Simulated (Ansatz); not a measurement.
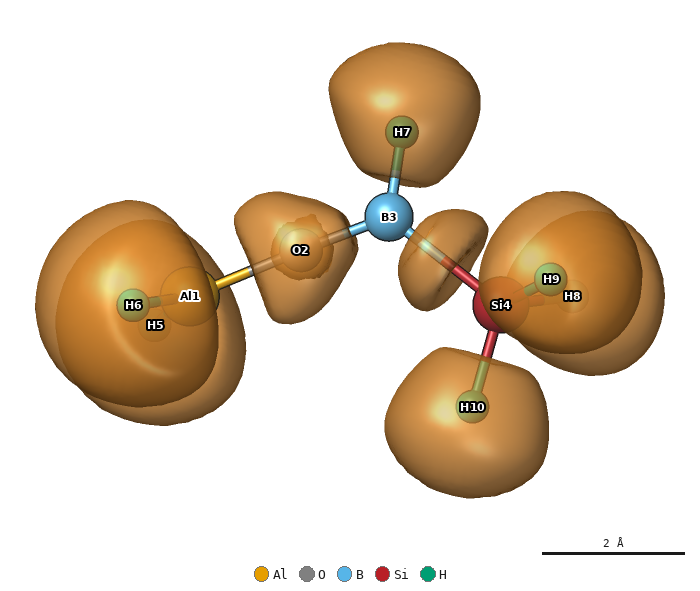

The picture shows: AlBH6OSi. Isosurface of the ELF at 0.75 (orange), seen at a tilt. Core shells and regions of very low density are left out.

The calculation used UKS PBE0/def2-SVP in Ansatz 0.2.0.

| atom | x (Å) | y (Å) | z (Å) |
| --- | --- | --- | --- |
| Al | -0.9180 | 1.7222 | -1.8375 |
| O | 0.1115 | 0.7850 | -0.8413 |
| B | 0.8793 | 0.0410 | -0.0412 |
| Si | 0.0652 | -1.2035 | 1.3611 |
| H | -1.3596 | 1.0725 | -3.2055 |
| H | -1.3225 | 3.1460 | -1.2916 |
| H | 2.0924 | 0.1155 | -0.1561 |
| H | 0.5033 | -2.6212 | 1.1392 |
| H | 0.5216 | -0.8215 | 2.7386 |
| H | -1.4356 | -1.1817 | 1.3549 |

Question: Where are the electrons localised?

Answer: The surface consists of one region between bonded B–Si atoms (shared pairs), six regions around hydrogen nuclei and one region on O in which the atom's valence shell and bonds are merged.

Values along the shortest contacts:
B–O (1.34 Å): the ELF peaks at about 0.90 between the atoms (a short, strongly polar bond). Al–O (1.71 Å): the ELF peaks at about 0.85 in the valence shell of O, 0.6 Å from its nucleus, and is about 0.35 at the midpoint.
